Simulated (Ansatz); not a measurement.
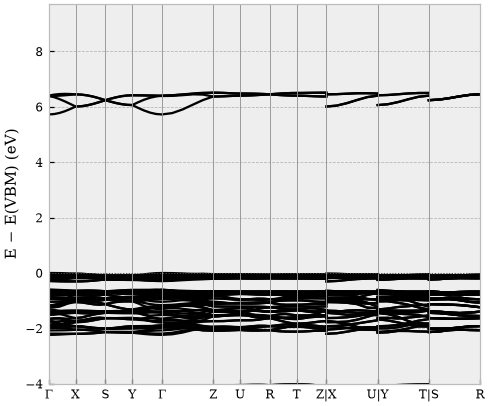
Figure: Band structure from r²SCAN (plane waves, PAW; program Ansatz)

Read off the gap and where the band edges lie.

About 5.7 eV (5.73 eV by a search for the band edges); maximum at Γ, minimum at Γ.

The material is TeF₆ in space group Pnma (No. 62; Pearson symbol oP28).

The first step of the workflow began from a Materials Project structure, measured or hypothetical; the Crystallography Open Database copy checked does not list it. Its standing as an ambient phase is unchecked. The cell was relaxed with r²SCAN under the symmetry of its start; its stability against distortions is not shown here. A crystal of weakly bound molecules computed without a dispersion correction: the cell and the soft elastic constants depend strongly on that. Scalar-relativistic: spin–orbit coupling is off unless named, which matters more the heavier the elements.

Potentials: the later of the program's two PAW sets.
